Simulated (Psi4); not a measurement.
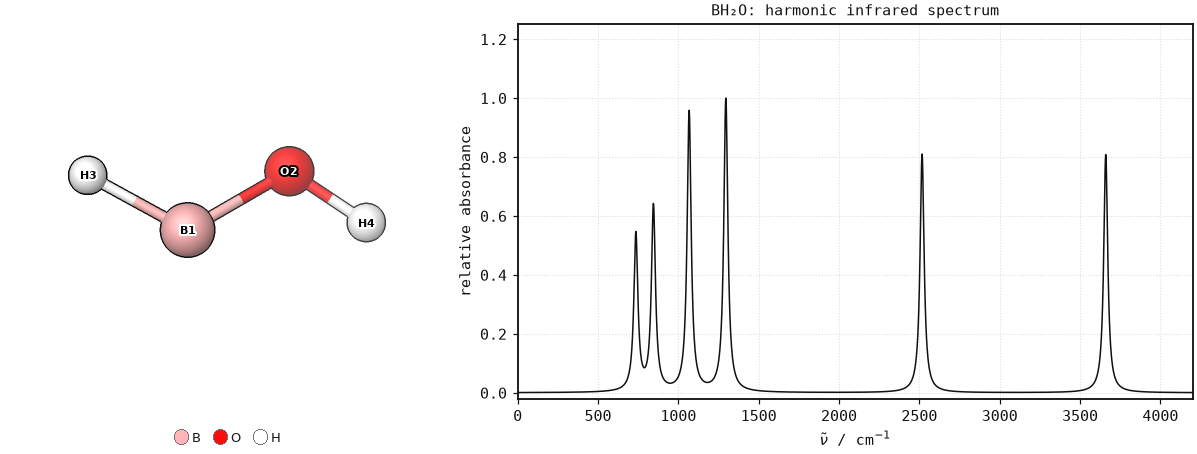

Infrared spectrum of BH₂O, SMILES [BH]O, doublet. Unscaled harmonic wavenumbers and double-harmonic intensities, BLYP/def2-TZVP in Psi4, at a geometry relaxed at this level, isolated molecule. Lorentzian lines of 30 cm⁻¹ full width. Close modes add up in the curve.

**Which is the highest mode?**

3659.9 cm⁻¹ (94.3 km/mol).

**Which lines are the most intense?**

1295.6 cm⁻¹ (116.1 km/mol), 1067.2 cm⁻¹ (110.8 km/mol) and 2516.9 cm⁻¹ (94.4 km/mol).
